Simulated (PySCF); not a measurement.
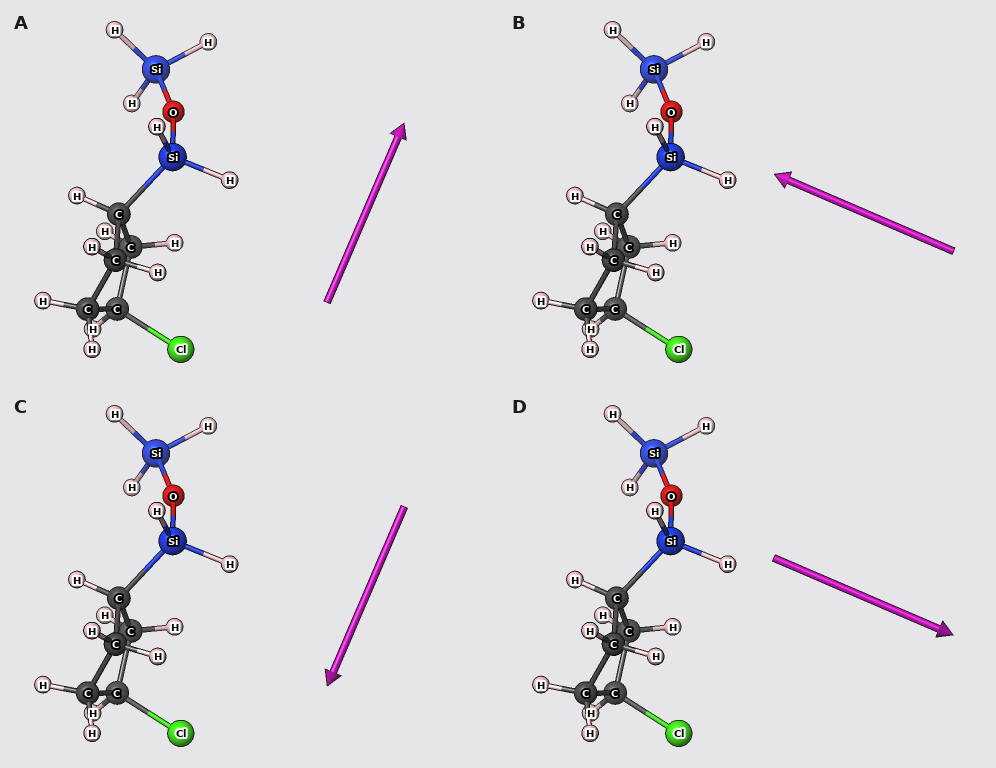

The same molecule four times, each with an arrow. The computed structure is the end point of a GFN2-xTB optimisation. No frequency run is at hand to confirm it as a minimum. Level of theory: PBE0/pcSseg-1, gas phase (PySCF 2.14.0).

### Which arrow points along the dipole moment, from the negative to the positive end?

B. The dipole moment is 2.51 D.

The geometry is semi-empirical. Around Si such bond lengths and angles can be off by a tenth of an ångström or more and by several degrees, and values that hang on the shape move with them.
